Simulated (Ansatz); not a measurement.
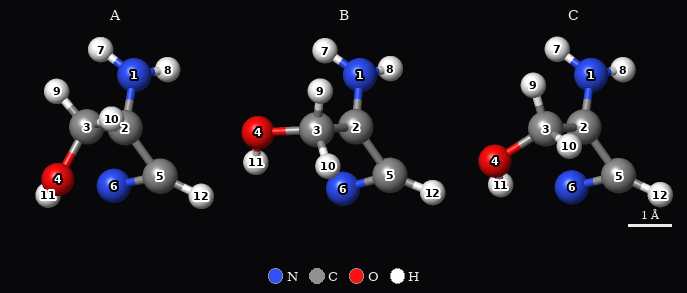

3 geometries from a converged minimum-energy path of C3H6N2O, shuffled. Style: ball-and-stick. Shown at a tilt.

All numbers below come from RKS PBE0/6-31G in Ansatz. Settings: 9 movable images; climbing image; force threshold 0.05 eV/Å; iteration limit 17; starting path through a guess of the saddle point.

Q: One of them is the converged climbing image. Which?

A: C. In order along the path, whose images run from 0 to 10: B (image 3, +1.41 kcal/mol), C (image 6, +3.12 kcal/mol), A (image 9, +1.12 kcal/mol). The motion is a rotation about the C2–C3 bond by about 105°, with a turn of about 110° about C3–O4. No bond forms or breaks between the ends. Bond angles that change up to the highest image, for instance: O4–C3–H9 104.8° → 108.1°, N1–C2–C3 113.9° → 117.2°.
